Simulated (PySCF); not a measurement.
SMILES [CH2]N(CC)CC (C₅H₁₂N), doublet at its GFN2-xTB optimised geometry (Å):

```
18

C      1.5760    -0.8274     2.2466
N      0.6919    -0.4250     1.2592
C      0.2250     0.9378     1.2350
C      0.7487     1.6770     0.0000
C     -0.1433    -1.4249     0.6483
C     -1.2595    -1.9294     1.5707
H      1.9948    -1.8101     2.1269
H      2.2032    -0.0615     2.6628
H      0.5721     1.4503     2.1354
H     -0.8712     0.9639     1.2326
H      1.8356     1.6770     0.0000
H      0.4056     1.1915    -0.9105
H      0.3967     2.7054     0.0000
H     -0.5792    -1.0026    -0.2617
H      0.4905    -2.2700     0.3631
H     -0.8243    -2.3364     2.4797
H     -1.9306    -1.1179     1.8429
H     -1.8356    -2.7054     1.0737
```

Computed with unrestricted PBE0/def2-SVP run with PySCF. Cells within 0.4 Å of a nucleus heavier than hydrogen are left out (blank, or x).

Map of the log10 of the electron density (e/bohr³), floored at −4 on the plane z = 0.0 Å:

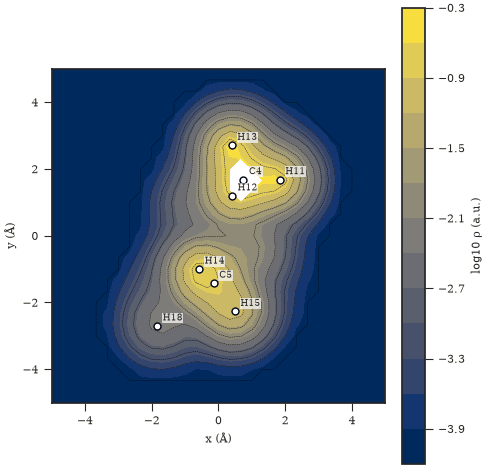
Figure. Log10 of the electron density (e/bohr³), floored at −4 on the plane z = 0.0 Å.
